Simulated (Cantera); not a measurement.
A closed system holds: 1 mol Fe(CO)5, 0.048 mol O2, 15 mol H2, equilibrated at 1073.15 K.

Equilibrium computed with Cantera from the NASA thermochemical tables; the gas is ideal and each condensed phase is pure. Candidate condensed phases: C, C6H6, C7H8, C8H18, Fe, Fe(CO)5, FeO, Fe(OH)2, Fe(OH)3, Fe2O3, Fe3O4, H2O; 114 gas species. Condensed phases not in the tables: cementite and carbon dissolved in iron. The numbers say what is thermodynamically allowed, not how fast it happens.

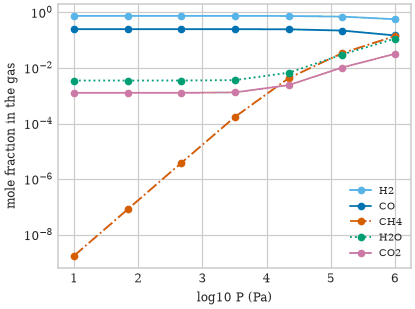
Figure: Equilibrium gas composition (values under 1e-9 drawn at 1e-9)

Q: Read off the mole fractions at 32.0 mbar.

A: H2 about 0.75, CO about 0.25, H2O about 0.0037, CO2 about 0.0013, CH4 about 0.00017.
